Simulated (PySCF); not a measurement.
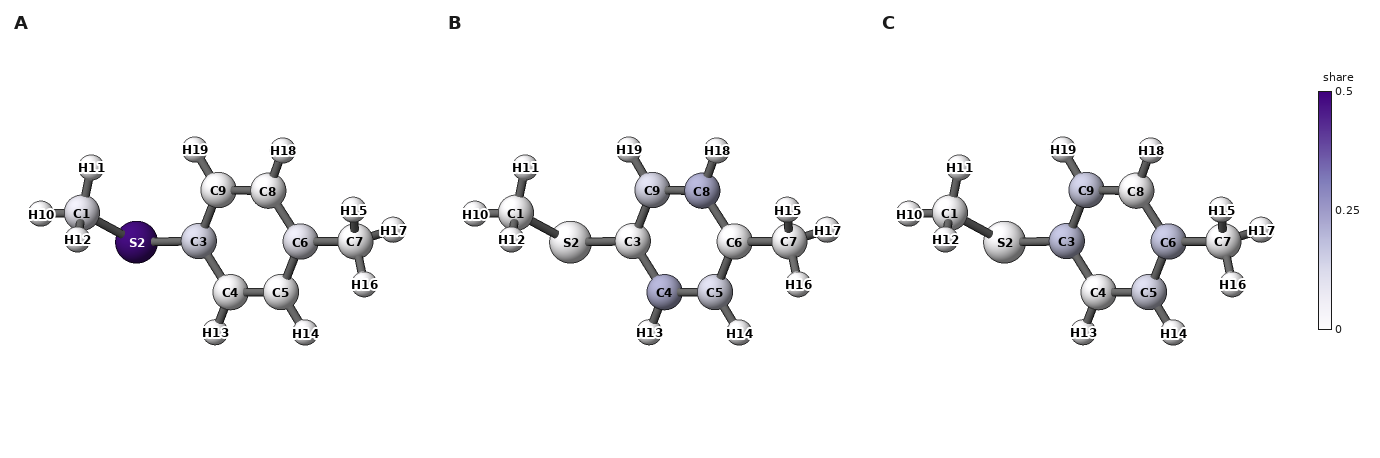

Each panel colours the atoms by their Löwdin share in one orbital (up to four of the largest shares; other atoms are shown as zero). The computed structure is the end point of a PBE0-D3(BJ)/def2-SVP optimisation. No frequency run is at hand to confirm it as a minimum. Level of theory: ωB97X-D/def2-SVPD (PySCF 2.14.0).

**The panels show the HOMO, LUMO, LUMO+1, in some order. Which is which?**

A: HOMO, −7.95 eV; S2 0.48, C3 0.12, C6 0.08, C1 0.07
B: LUMO+1, 1.32 eV; C4 0.21, C8 0.20, C5 0.12, C9 0.12
C: LUMO, 1.15 eV; C3 0.18, C6 0.17, C9 0.15, C5 0.13
